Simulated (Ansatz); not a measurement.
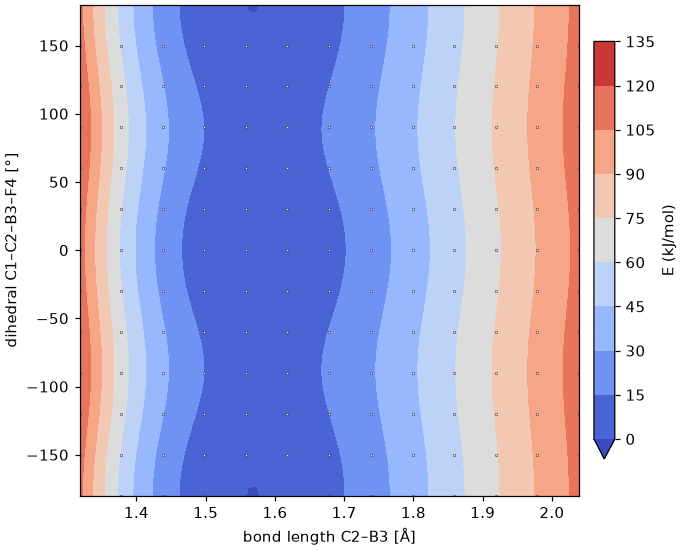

C₂H₅BF, SMILES CC[B]F, spin multiplicity 2. First axis: bond length C2–B3. Second axis: dihedral C1–C2–B3–F4. Nothing is relaxed (all other coordinates rigid). The scan uses a 13 × 12 grid. Points are written as (first, second). All energies are given in kJ/mol relative to the lowest grid point. This map comes from Ansatz, UKS PBE-D4/def2-SVP.

The picture shows filled contours, dots at the grid points. Between grid points the surface is interpolated.

The lowest grid point is at (1.558 Å, −180°); the map holds 2 wells of about this depth. The highest grid point, (1.318 Å, −90°), lies 122 kJ/mol above the lowest. On the interpolated surface the easiest way out of the lowest well to the well at about (1.57 Å, 0°) passes a barrier of about 7.5 kJ/mol. Round the minimum the two coordinates are nearly uncoupled.

The level of theory is changed to UHF/def2-SVP in Ansatz; with it change the reference geometry, relaxed at the new level; the new grid has 15 × 15 points, laid about the new relaxed structure.

**How does the landscape change?**

The minimum (interpolated where it lies between grid points) moves from about (1.569 Å, −180°) to about (1.574 Å, −180°). The easiest pass out of the lowest well goes from about 7.5 to about 7.2 kJ/mol on the interpolated surfaces. The curvature at the minimum changes from about 22 to 25 eV/Å² along bond length C2–B3 and by less than a tenth (about 0.15) eV/rad² along dihedral C1–C2–B3–F4.

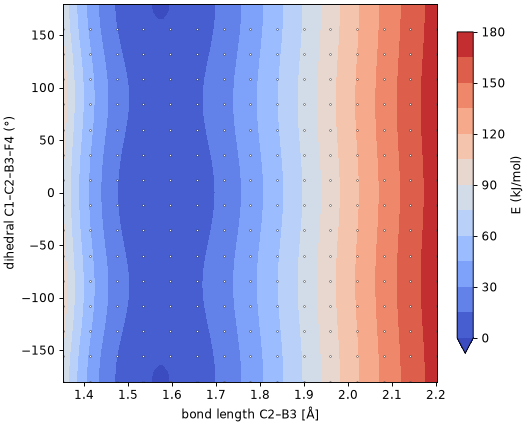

The map after the change, on a colour scale of its own. Drawn: filled contours, dots at the grid points. Between grid points the surface is interpolated.
